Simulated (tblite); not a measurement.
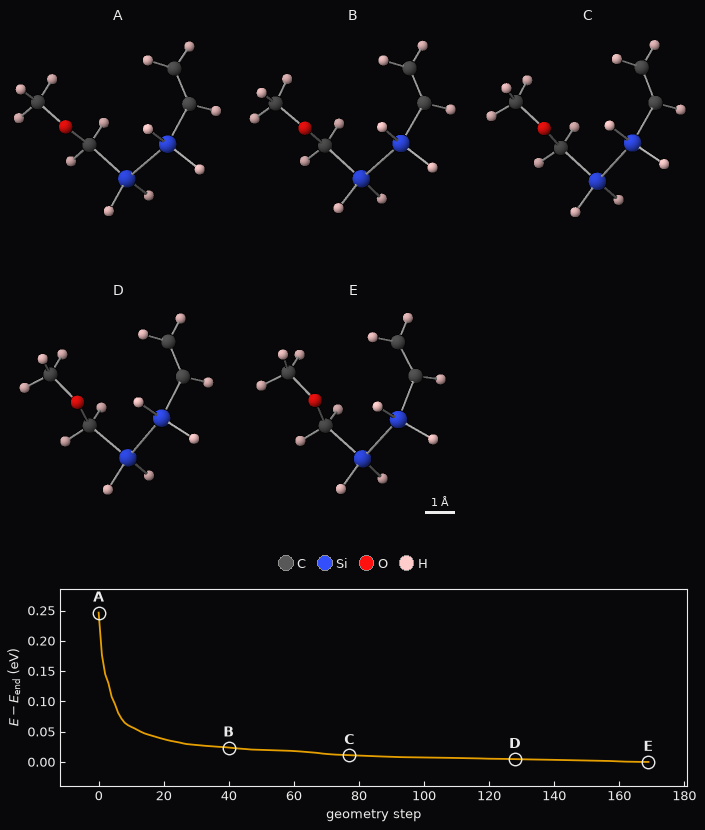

Frames of a relaxation of C4H12OSi2, marked on the history of the run. The picture is a ball-and-stick view, seen at a tilt.

Level of theory: GFN2-xTB geometry optimisation, gas phase in tblite 0.8.0. 

Describe the path.

Answer. The atom that moves furthest after the best rigid fit is an H atom (1.02 Å). Largest moves by element: H 1.02 Å, C 0.57 Å, O 0.52 Å, Si 0.18 Å. Some distances before and after: C–Si 1.849 → 1.887 Å, C–Si 1.872 → 1.910 Å, C–C 1.348 → 1.324 Å, C–O 1.424 → 1.401 Å. Bond angles that change, for instance: Si–C–O 116.8° → 103.6°, Si–Si–H 109.8° → 117.9°, Si–C–H 107.0° → 113.7°. After 169 geometry steps the energy has fallen by 0.246 eV. Cost: 2.2 s on 1 thread of Arm Neoverse N1, with other jobs on the host. From step 0 to 40: an H atom moves most (0.30 Å), energy −0.223 eV. From step 40 to 77: an H atom moves most (0.39 Å), energy −0.013 eV. From step 77 to 128: an H atom moves most (0.27 Å), energy −0.006 eV. From step 128 to 169: an H atom moves most (0.27 Å), energy −0.005 eV.
